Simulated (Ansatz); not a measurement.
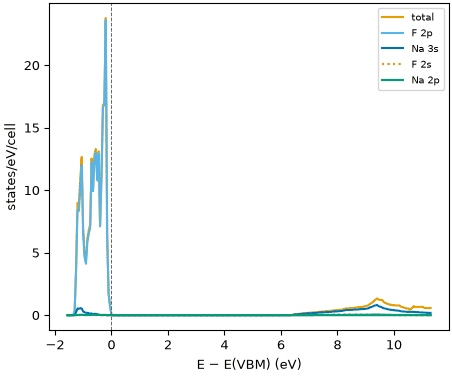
Figure: Total and projected density of states of NaF in space group P6_3/mmc (No. 194; Na on 2d, F on 2c), r²SCAN in the plane-wave PAW code Ansatz

Problem. Which orbitals carry the states next to the gap?

Solution. Top 1 eV of the valence band: F 2p 98 %. Bottom 1 eV of the conduction band: Na 3s 78 %, F 2s 13 %. Projections are on Löwdin-orthogonalised atomic valence shells; empty p or d shells of many metals are not among them.

The start of the workflow was typed in or built on a structure type; neither database checked (COD, Materials Project) lists it. It is not the phase usual at ambient conditions (space group No. 225). Symmetry was held in the r²SCAN relaxation; whether a distortion lowers the energy is not shown.

Potentials: the later of the program's two PAW sets.
